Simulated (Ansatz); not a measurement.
**Run report: Si4H9ClO3, frequency calculation**

System: Si4H9ClO3.
Method: RKS PBE0-D4/def2-TZVP (Ansatz 0.2.0).

The geometry comes from this level: PBE0-D4/def2-TZVP. Figures and captions count atoms from 1; the log counts them from 0 in places.

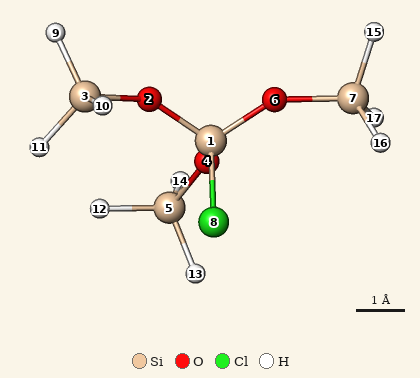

Figure 1. The input geometry (ball-and-stick view, seen at a tilt; atoms are numbered from 1 in the order of the input). Bond lengths as drawn: Cl–Si 2.05 Å, H–Si 1.48 to 1.49 Å and O–Si 1.60 to 1.64 Å.

Input
```yaml
crystal:
  periodic: [false, false, false]
  atoms:
    - {symbol: Si, position_ang: [-0.386135, -0.402804, -0.285785]}
    - {symbol: O, position_ang: [-0.517366, 1.009916, -1.038161]}
    - {symbol: Si, position_ang: [0.261319, 2.147155, -1.931912]}
    - {symbol: O, position_ang: [-0.583161, -0.226423, 1.301434]}
    - {symbol: Si, position_ang: [0.106719, 0.360198, 2.672432]}
    - {symbol: O, position_ang: [-1.490601, -1.415277, -0.857242]}
    - {symbol: Si, position_ang: [-2.123319, -2.928314, -0.770960]}
    - {symbol: Cl, position_ang: [1.484638, -1.164665, -0.633682]}
    - {symbol: H, position_ang: [-0.737441, 3.174064, -2.309720]}
    - {symbol: H, position_ang: [0.841589, 1.530380, -3.149885]}
    - {symbol: H, position_ang: [1.340732, 2.767885, -1.124117]}
    - {symbol: H, position_ang: [0.745740, 1.672434, 2.397415]}
    - {symbol: H, position_ang: [1.127069, -0.596442, 3.166191]}
    - {symbol: H, position_ang: [-0.966297, 0.522165, 3.681078]}
    - {symbol: H, position_ang: [-3.354649, -2.946446, -1.594458]}
    - {symbol: H, position_ang: [-1.144230, -3.909818, -1.299583]}
    - {symbol: H, position_ang: [-2.449557, -3.260980, 0.638471]}
basis:
  gaussian: {orbitals: def2-TZVP}
hamiltonian: {xc: pbe0, dispersion: d4}
phonons: {temperatures: {t_min: 298.15, t_max: 900, t_step: 200}}
```

Machine: 4 CPU threads, shared host.

Command:
```bash
ansatz run in.yaml --threads 4 --pin off --events-out ev --progress --plain --max-ram 66560MiB --backend cuda --devices 0, --max-vram 37GiB
```

The program's output
```
Functional definition: PBE0
  name "PBE0"
  cite "Adamo & Barone, J. Chem. Phys. 110, 6158 (1999) doi:10.1063/1.478522"
  cite "Perdew, Burke & Ernzerhof, Phys. Rev. Lett. 77, 3865 (1996) doi:10.1103/PhysRevLett.77.3865"
  parent pbe
  parameter a = 0.25
  parameter kappa = 0.804
  parameter beta = 0.06672455060314922
  exchange = (1 - a)*pbe_x(kappa = kappa, mu = beta*pi^2/3) + a*exact_x
  correlation = pbe_c(beta = beta)
2189 factors; their error is unknown
mean field evaluation 1: about -50298.1989 eV, gradient 8.7e1 eV
mean field evaluation 2: about -50276.9008 eV, gradient 1.4e2 eV
mean field evaluation 4: about -50309.5521 eV, gradient 4.6e0 eV
mean field evaluation 8: about -50309.5915 eV, gradient 8.9e-2 eV
mean field evaluation 16: about -50309.7778 eV, gradient 8.3e-5 eV
mean field -50309.77775618 eV, -1848.8502313474 hartree, gradient 8.3e-5 eV, S^2 0.000000; 0 other end points of the search recorded, 0 dependent functions left out
the calculation of the forces begins
reference -50309.77780762 eV, -1848.8502332379 hartree; 53, 53 occupied and 279, 279 virtual orbitals, 2189 factors
these checks for a lower state are left out or cut short: stability, starts, cluster_reference, orbital_swaps, neighbouring_geometries, increment
2189 factors; their error is unknown
mean field -50309.77764726 eV, -1848.8502273448 hartree, gradient 7.7e-7 eV, S^2 0.000000; 0 other end points of the search recorded, 0 dependent functions left out
[... from here on the field's lines of each further geometry are left out, up to the last ...]
the calculation of the forces begins
reference -50309.77775297 eV, -1848.8502312294 hartree; 53, 53 occupied and 279, 279 virtual orbitals, 2189 factors
these checks for a lower state are left out or cut short: stability, starts, cluster_reference, orbital_swaps, neighbouring_geometries, increment
2189 factors; their error is unknown
mean field -50309.77770821 eV, -1848.8502295845 hartree, gradient 2.2e-6 eV, S^2 0.000000; 0 other end points of the search recorded, 0 dependent functions left out
the calculation of the forces begins
reference -50309.77775965 eV, -1848.8502314750 hartree; 53, 53 occupied and 279, 279 virtual orbitals, 2189 factors
WARN: phonons: modes at or below zero, which the zero-point energy, F, S and C_V leave out: 1, the lowest at -10.19 cm⁻¹. A minimum has none, and a first-order saddle one
Total energy: -50310.27083609 eV, -1848.8683516999 hartree
Atom 0 at    -0.386135    -0.402804    -0.285785 Å, force     0.001021     0.001156     0.002200 eV/Å
Atom 1 at    -0.517366     1.009916    -1.038161 Å, force    -0.001424    -0.001895    -0.000685 eV/Å
Atom 2 at     0.261319     2.147155    -1.931912 Å, force    -0.003278     0.003293     0.000012 eV/Å
Atom 3 at    -0.583161    -0.226423     1.301434 Å, force     0.000968    -0.001271    -0.001649 eV/Å
Atom 4 at     0.106719     0.360198     2.672432 Å, force    -0.001989    -0.000844     0.002302 eV/Å
Atom 5 at    -1.490601    -1.415277    -0.857242 Å, force    -0.000663     0.000529     0.000604 eV/Å
Atom 6 at    -2.123319    -2.928314    -0.770960 Å, force     0.002384    -0.001219    -0.001834 eV/Å
Atom 7 at     1.484638    -1.164665    -0.633682 Å, force     0.000295     0.000036     0.000095 eV/Å
Atom 8 at    -0.737441     3.174064    -2.309720 Å, force    -0.001641     0.000575    -0.000567 eV/Å
Atom 9 at     0.841589     1.530380    -3.149885 Å, force     0.001427    -0.002114    -0.000765 eV/Å
Atom 10 at     1.340732     2.767885    -1.124117 Å, force     0.003165    -0.001577    -0.000442 eV/Å
Atom 11 at     0.745740     1.672434     2.397415 Å, force     0.000355    -0.000229     0.000374 eV/Å
Atom 12 at     1.127069    -0.596442     3.166191 Å, force     0.001305     0.001143    -0.000173 eV/Å
Atom 13 at    -0.966297     0.522165     3.681078 Å, force    -0.000253     0.000013     0.000366 eV/Å
Atom 14 at    -3.354649    -2.946446    -1.594458 Å, force    -0.000517     0.001018     0.000870 eV/Å
Atom 15 at    -1.144230    -3.909818    -1.299583 Å, force     0.000312     0.000329    -0.000232 eV/Å
Atom 16 at    -2.449557    -3.260980     0.638471 Å, force    -0.001470     0.001056    -0.000475 eV/Å
Dipole moment:    -0.067003     0.065299     0.075223 e Å
Vibrations: -10.19 14.92 17.66 23.87 27.41 32.87 51.93 60.43 76.32 227.48 229.88 291.91 316.43 329.58 452.65 642.92 695.19 697.02 723.84 726.95 730.73 736.36 742.50 744.69 953.01 953.09 954.07 955.80 956.23 956.49 963.45 964.34 992.30 1140.40 1149.51 1154.75 2231.54 2236.21 2237.43 2241.05 2242.00 2243.66 2252.12 2252.68 2253.82 cm⁻¹, zero-point energy 2.534081 eV
```

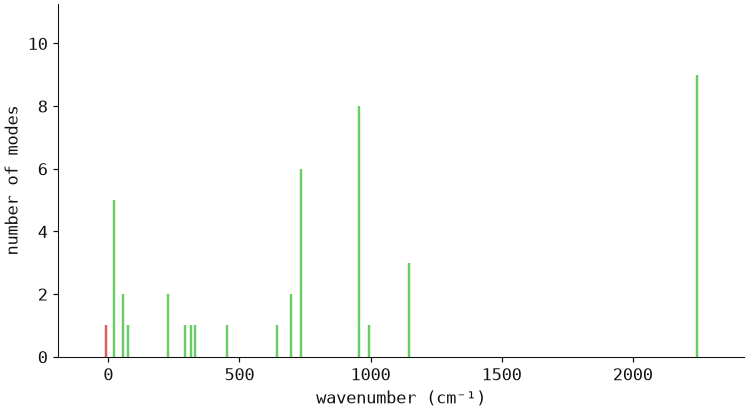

Figure 2. Harmonic vibrational wavenumbers from the force constants; neighbouring modes closer than 10 cm⁻¹ are counted in one stick, and imaginary ones are drawn at negative wavenumbers. 45 modes from 10i to 2254 cm⁻¹, 1 imaginary beyond 8i (10i cm⁻¹): not a clean minimum; so soft a mode can be a shallow saddle, an incomplete relaxation or noise of the force constants.

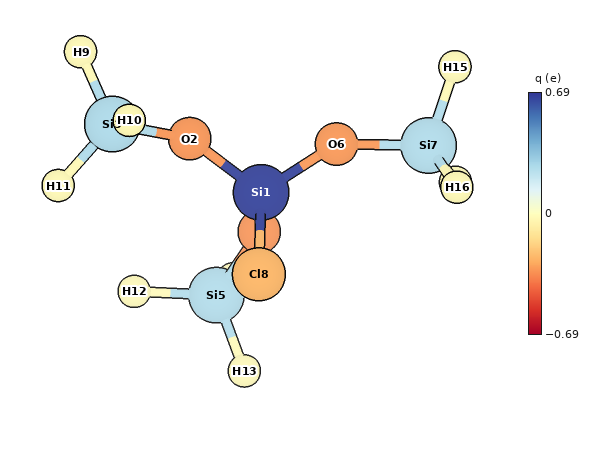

Figure 3. Mulliken charges, as the colour of each atom (ball-and-stick view, seen at a tilt; atoms are numbered from 1 in the order of the input). By element: Si +0.26 to +0.66, O −0.33 to −0.32, Cl −0.24 and H −0.03 to −0.02 e.

Summary

| quantity | value |
| --- | --- |
| outcome | converged |
| total energy | −50310.2708 eV |
| mean-field energy | −50309.7778 eV |
| dispersion energy | −0.4930 eV |
| largest force (length of the vector) | 0.005 eV/Å |
| dipole moment | 0.58 D |
| wall time | 5 min (CPU time 4.9 min) |
| peak memory | 1.3 GiB |
